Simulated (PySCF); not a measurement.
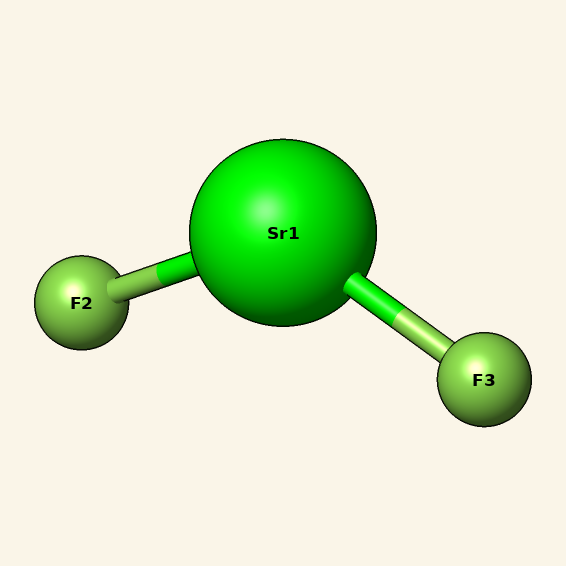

Every bond is drawn as one stick. Computed geometry: PBE0/x2c-TZVP (spin-free X2C) optimisation. Method: PBE0/x2c-TZVP (spin-free X2C) (PySCF 2.14.0).

List the Mayer bond orders of Sr1–F2 (one bond of each equivalent set).

| bond | Mayer order | length (Å) |
| --- | --- | --- |
| Sr1–F2 | 0.56 | 2.107 |
